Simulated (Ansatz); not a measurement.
System: CH₅BSe (SMILES B[Se]C).

Input

```
crystal:
  periodic: [false, false, false]
  atoms:
    - {symbol: B, position_ang: [-1.140421, 0.539646, -1.085836]}
    - {symbol: Se, position_ang: [-0.312125, -1.066096, -0.551015]}
    - {symbol: C, position_ang: [0.919597, -0.467013, 0.837947]}
    - {symbol: H, position_ang: [-0.842474, 1.574581, -0.573216]}
    - {symbol: H, position_ang: [-1.958395, 0.449120, -1.947559]}
    - {symbol: H, position_ang: [0.826328, 0.610684, 0.949508]}
    - {symbol: H, position_ang: [1.933812, -0.730605, 0.543727]}
    - {symbol: H, position_ang: [0.665877, -0.967419, 1.770643]}
basis:
  gaussian: {orbitals: def2-TZVPP}
hamiltonian: {xc: pbe0, dispersion: d4}
output: {orbitals: {seedname: orbitals}}
```

Launched as:

```sh
ansatz run in.yaml --threads 2 --pin off --events-out ev --progress --plain --max-ram 32768MiB --backend cpu
```

Geometry: PBE0-D4/def2-TZVP.

These are results of RKS PBE0-D4/def2-TZVPP (Ansatz 0.2.0), not measurements.

### What will maps of the electron density and electron localisation function show?

B–Se (1.88 Å): ρ at the midpoint is about 1.1 e/Å³; the ELF peaks at about 0.90 between the atoms (a covalent bond).
C–Se (1.95 Å): the density is about 1 e/Å³ at the midpoint; the ELF peaks at about 0.90 between the atoms: a covalent bond.
C–H (1.09 Å): ρ at the midpoint is about 2 e/Å³; the ELF climbs to about 1 towards the hydrogen, as it does in any bond to H; a covalent bond by its length.
B–H (1.19 Å): ρ at the midpoint is about 1.3 e/Å³; the ELF climbs to about 1 towards the hydrogen: an ordinary covalent bond to hydrogen.

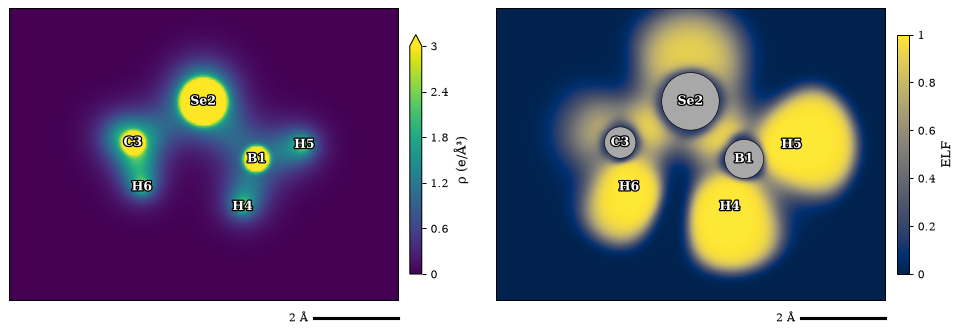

Computed electron density and electron localisation function on the plane of atoms Se2, B1 and H4, in this order. Grey discs cover the atomic cores in the ELF map. 
